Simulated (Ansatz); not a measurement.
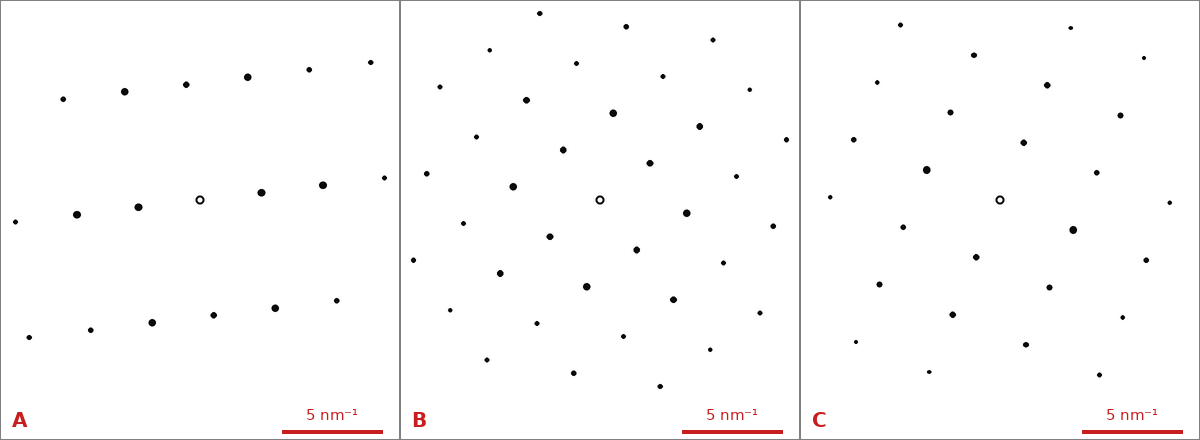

Kinematic zone-axis patterns, calculated for 300 keV electrons with B = 0.5 Å².

All three come from NaAu, space group P4/mmm (No. 123), a = 3.227 Å, c = 4.066 Å. Structure: the end point of a relaxation with DFT PBE, scalar-relativistic, plane waves, PAW in Ansatz; the starting structure was generated, so it need not be a known form of this composition.

Assign the zone axes [001], [101], [201] to A, B and C.

Answer. A is [201]: rectangular net of 0 1 0 at d = 3.23 Å and 1 0 -2 at d = 1.72 Å, at 90.0°. B is [001]: square net of 1 0 0 at d = 3.23 Å and 0 1 0 at d = 3.23 Å, at 90.0°. C is [101]: rectangular net of 0 1 0 at d = 3.23 Å and 1 0 -1 at d = 2.53 Å, at 90.0°.
